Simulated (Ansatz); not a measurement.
## Electronic structure of C$_{2}$H$_{9}$NSi in real space

```yaml
atoms:
  - { symbol: Si, position_ang: [-0.0001, -0.0037, 0.0390] }
  - { symbol: N, position_ang: [0.0776, -0.2028, 1.7612] }
  - { symbol: C, position_ang: [-1.1294, -0.4482, 2.5371] }
  - { symbol: H, position_ang: [-1.8737, -0.9751, 1.9302] }
  - { symbol: H, position_ang: [-0.9001, -1.0808, 3.4071] }
  - { symbol: H, position_ang: [-1.5937, 0.4791, 2.9156] }
  - { symbol: C, position_ang: [1.1455, 0.4133, 2.5362] }
  - { symbol: H, position_ang: [1.3884, -0.2097, 3.4098] }
  - { symbol: H, position_ang: [2.0525, 0.5046, 1.9298] }
  - { symbol: H, position_ang: [0.8815, 1.4182, 2.9096] }
  - { symbol: H, position_ang: [1.3772, -0.1578, -0.5028] }
  - { symbol: H, position_ang: [-0.5188, 1.3148, -0.4542] }
  - { symbol: H, position_ang: [-0.9055, -1.0518, -0.5058] }
```

All numbers below come from Ansatz 0.2.0, RKS B3LYP/6-31G*.

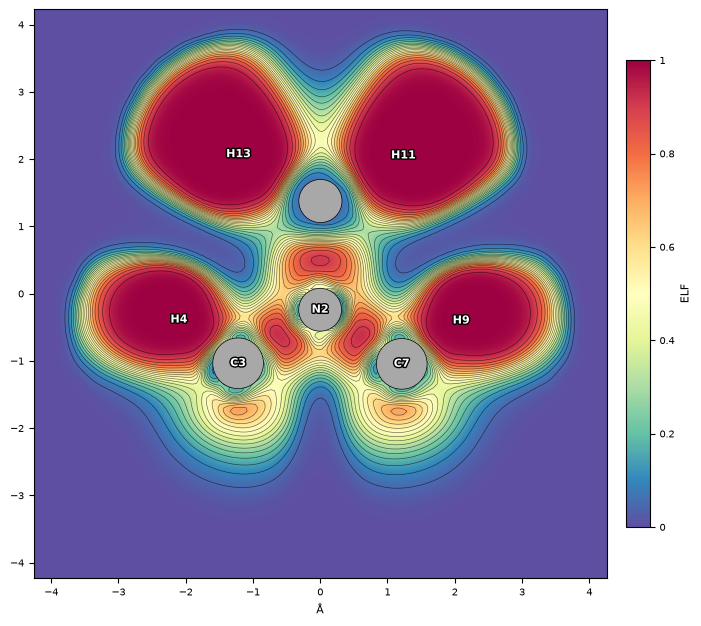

Figure 1. Electron localisation function on the plane of atoms C3, N2 and C7. Grey discs cover the atomic cores.

Q: What do the fields say about this system?

A: Atoms in the plane: N, C and H.
C–N (1.46 Å): the ELF peaks at about 0.90 between the atoms, as expected for localised, covalent bonding.
C–H (1.09 Å): the ELF climbs to about 1 towards the hydrogen, as it does in any bond to H: a covalent bond by its length.

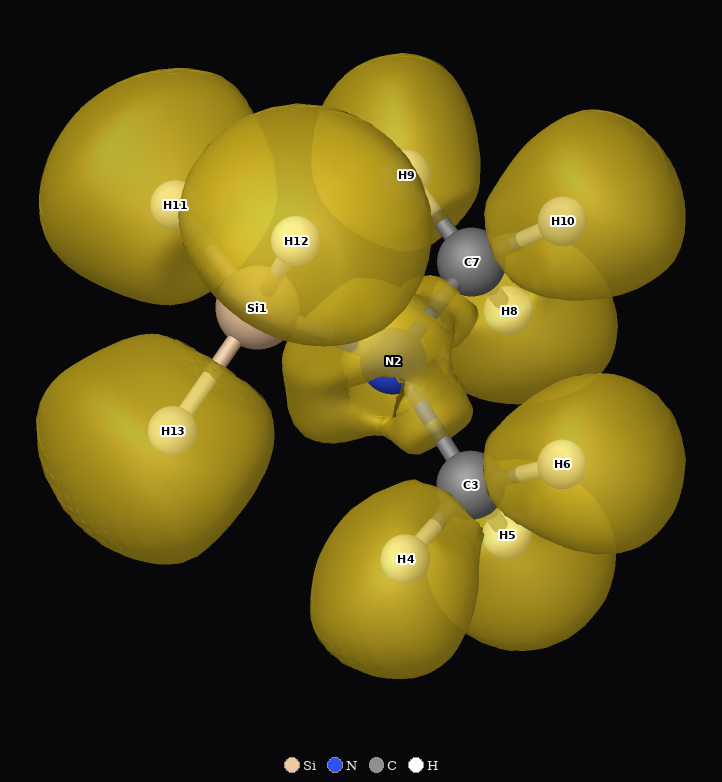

Figure 2. Isosurface of the ELF at 0.75 (yellow), seen at a tilt. Core shells and regions of very low density are left out.

Q: Describe the localisation domains.

A: The surface consists of nine regions around hydrogen nuclei and one region on N in which the atom's valence shell and bonds are merged. Profiles from the grid: Si–N (1.74 Å): the ELF peaks at about 0.90 between the atoms: a polar covalent bond.

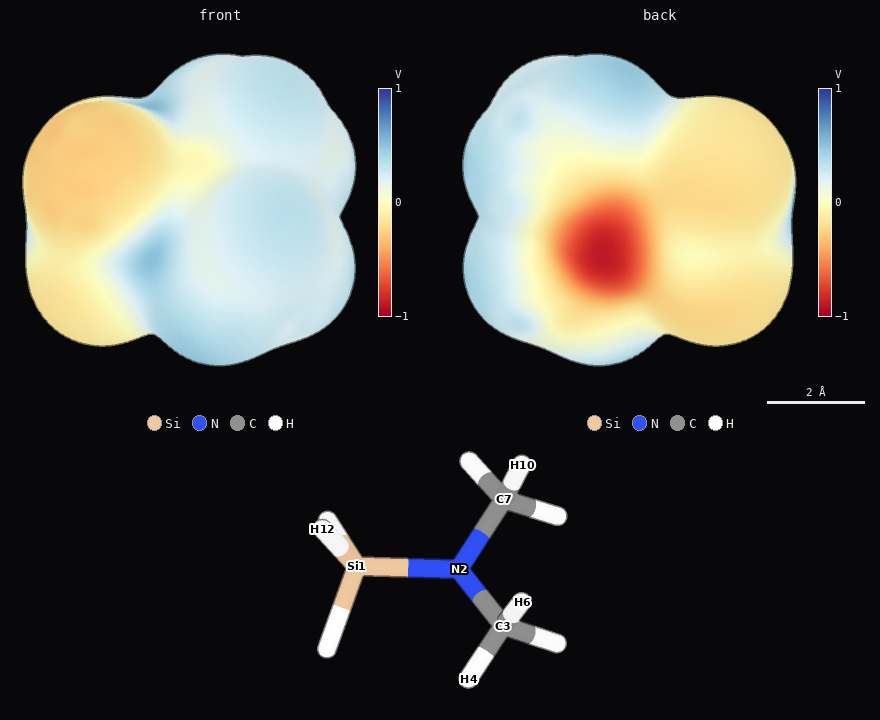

Figure 3. The electrostatic potential painted on the density surface at 0.001 e/bohr³, seen from the front and from behind; the colour scale runs from red (negative) to blue (positive). The bare structure is drawn below in the same view.

Q: Describe the electrostatic potential map.

A: The most negative region (about −0.9 V, or −21 kcal/mol for a unit charge) lies over N2, the most positive (about +0.5 V, or +12 kcal/mol for a unit charge) over the H and Si atoms.
